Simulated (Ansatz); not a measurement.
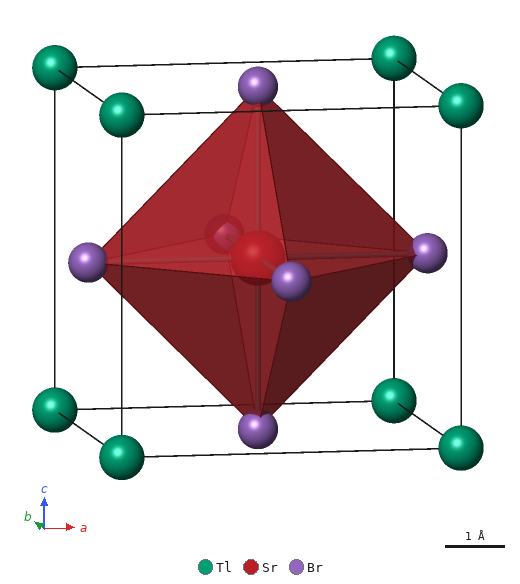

This is crystalline SrTlBr₃ (built on the cubic perovskite type) at its r2SCAN-relaxed geometry. The picture is a polyhedral view of the cell of the calculation, seen slightly off an axis.

All numbers below come from DFT, PBE, plane waves, PAW (Ansatz 0.2.0). (plane-wave cutoff 420 eV; k-point mesh 4 × 4 × 4; occupations fermi dirac; smearing width 0.02 eV; no spin polarisation)

The variant: All lengths are scaled by +1.5 % (volume +4.6 %). The atoms were relaxed with r2SCAN under that strain, and this is a single point on that geometry.

**Predict the response.**

Among the bonded contacts that change: Br–Sr 2.952 → 2.996 Å. The space group stays Pm-3m (No. 221). Energy change: −1.8 meV per atom. Pressure: 0.6 GPa before, −0.2 GPa after. All forces vanish by symmetry.

The changed structure in the same view:

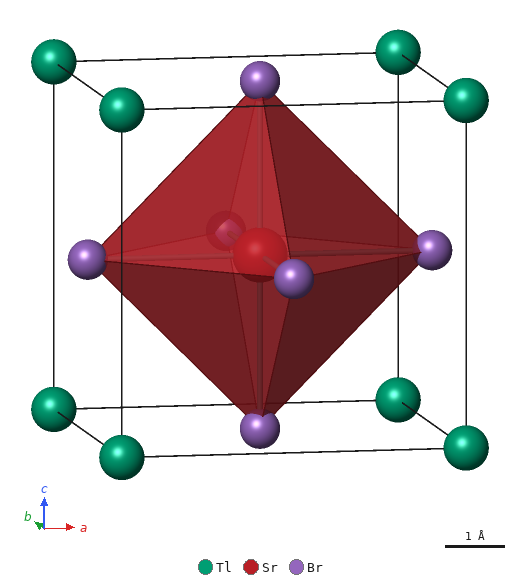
